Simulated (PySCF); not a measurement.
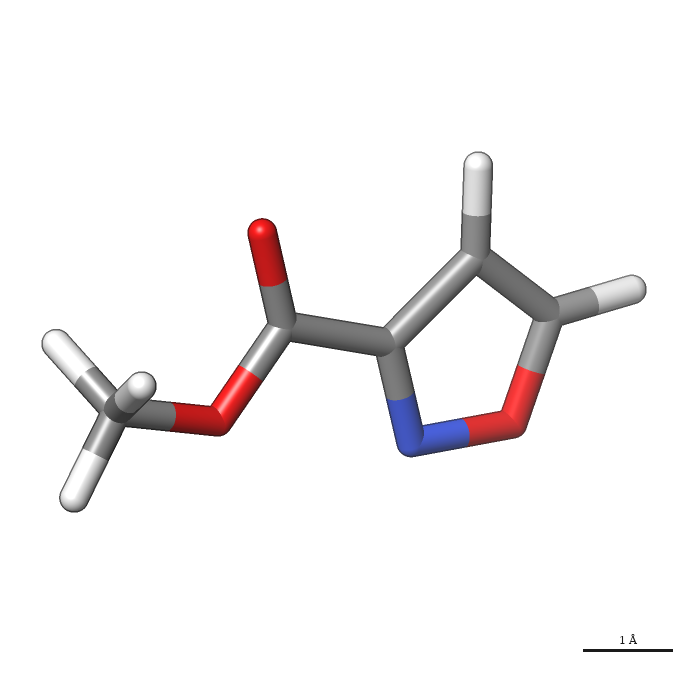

Every bond is drawn as one stick, whatever its order. Colours: carbon grey, oxygen red, nitrogen blue, hydrogen white.

The computed structure is the end point of a PBE0-D3(BJ)/def2-SVP optimisation. No frequency run is at hand to confirm it as a minimum.

Describe the molecule.

It has 14 atoms: 5 carbon, 5 hydrogen, 1 nitrogen and 3 oxygen (C₅H₅NO₃). SMILES: `COC(=O)c1ccon1`. Independent rings (smallest set): 1 of 5 members, 1 of them aromatic. Among its groups: ester. Coordination: 1 C tetrahedral; 2 O bent; 4 C trigonal planar; 1 N bent.

More results for the same structure follow; atom numbers are the same in all pictures, views and colours differ.

Shape

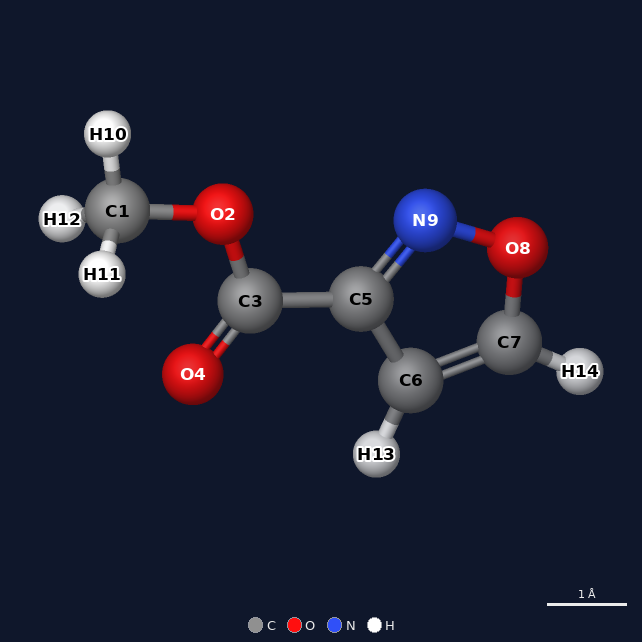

Numbered structure. No frequency run is at hand to confirm it as a minimum.

Give the bond lengths.

```
  bond  length (Å)     order
 C1–O2       1.417    single
C1–H10       1.096    single
C1–H11       1.100    single
C1–H12       1.100    single
 O2–C3       1.326    single
 C3–O4       1.204    double
 C3–C5       1.485    single
 C5–C6       1.423  aromatic
 C5–N9       1.313  aromatic
 C6–C7       1.359  aromatic
C6–H13       1.086    single
 C7–O8       1.338  aromatic
C7–H14       1.088    single
 O8–N9       1.351  aromatic
```

Excitation

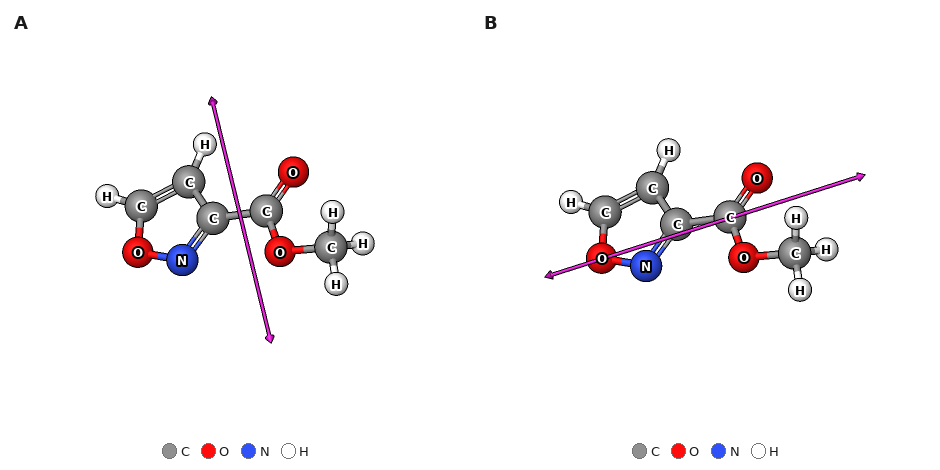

The double arrows show the directions of two transition dipoles from the ground state (lengths mean nothing). No frequency run is at hand to confirm it as a minimum. Properties computed with TDDFT CAM-B3LYP/def2-SVPD, vertical, gas phase, core orbitals frozen in the response (PySCF 2.14.0).

One belongs to singlet state 4 and one to singlet state 5. Which is which?

Answer. A: state 5, 7.16 eV (173 nm), oscillator strength 0.086, mainly HOMO−3 → LUMO (weight 0.84).
B: state 4, 6.80 eV (182 nm), oscillator strength 0.13, mainly HOMO−2 → LUMO (weight 0.75).

Quadrupole coupling

No frequency run is at hand to confirm it as a minimum. Electric field gradients from the ground-state density, PBE0/pcSseg-1 in chloroform (IEF-PCM) (PySCF 2.14.0), non-relativistic apart from any core potentials.

Give the largest field-gradient component, the quadrupole coupling constant and the asymmetry for 17O at O2 (Q = −25.6 mb), 17O at O4 (Q = −25.6 mb), 17O at O8 (Q = −25.6 mb), 14N at N9 (Q = 20.44 mb), 2H at H10 (Q = 2.86 mb), 2H at H11 (Q = 2.86 mb).

```
atom  V_zz (a.u.)  e²qQ/h (MHz)     η
  O2        1.689        −10.16  0.34
  O4       −1.603          9.64  0.12
  O8        1.777        −10.69  0.04
  N9       −1.190         −5.72  0.91
 H10        0.288         0.194  0.08
 H11        0.280         0.188  0.11
```

Ring current

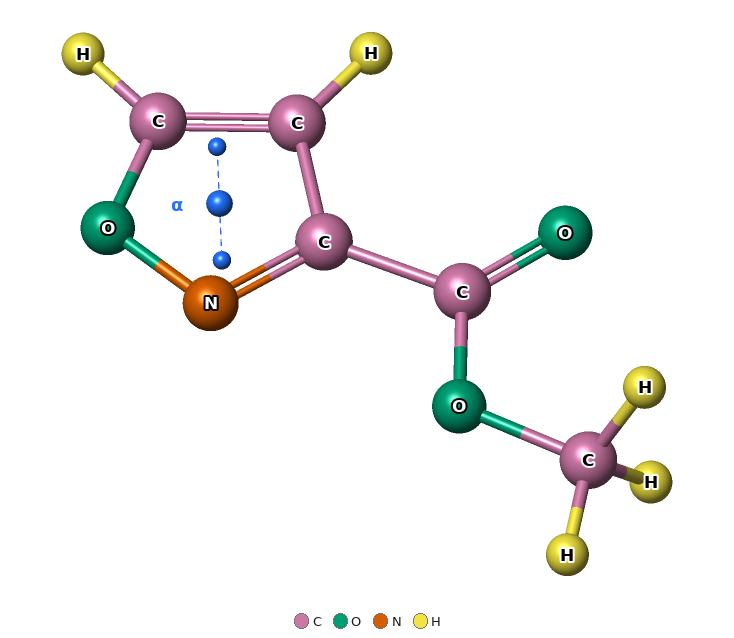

The small points mark where nucleus-independent chemical shifts (NICS) were computed: at the centre of each lettered ring and 1 Å above and below it. No frequency run is at hand to confirm it as a minimum. Level of theory: GIAO PBE0/pcSseg-1 NMR shielding, non-relativistic, IEF-PCM cyclohexane (PySCF 2.14.0).

Give NICS(0), NICS(1) and the out-of-plane component NICS(1)zz for each ring (means of the two sides).

| ring | members | NICS(0) | NICS(1) | NICS(1)zz |
| --- | --- | --- | --- | --- |
| α | C3NO | −12.0 | −11.4 | −27.7 |

Values in ppm.

What do the values say about the ring currents?

Answer. Ring α: diatropic, as in an aromatic ring. NICS is one index among several.
